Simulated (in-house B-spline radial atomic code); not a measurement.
The calculation used an in-house B-spline radial code at this level: scalar-relativistic (spin-free one-electron X2C) RPBE, spin-polarised, spherical fractional occupations, Fermi nucleus, basis-set limit. The occupation of the 4d shell is varied from Mo²⁺ ([Kr] 4d4 (high spin)) to Mo⁺ ([Kr] 4d5 (high spin)), with spherical fractional occupations. Wanted, and plotted below: the total energy less the straight line between the end points, and the eigenvalue of 4d↑ (the dashed line is minus the energy to take the whole electron out).

The curve is convex (below the straight line), with the largest deviation among the points computed, −1.32 eV, at 0.5. The end points differ by 16.5 eV, the energy to take the electron out. The eigenvalue, which is the slope of the energy (Janak's theorem), moves from −21.9 eV at 0 to −11.4 eV at 1; for a straight line it would stay constant, and a parabola would sag by an eighth of this change, scaled to a whole electron, 1.31 eV. Convexity is the mark of the delocalisation error, which puts fractional charges too low; for p, d and f shells the spherical spreading of the fraction adds to it.

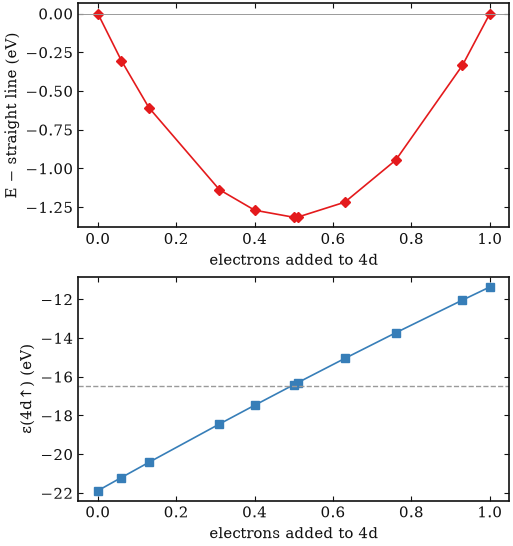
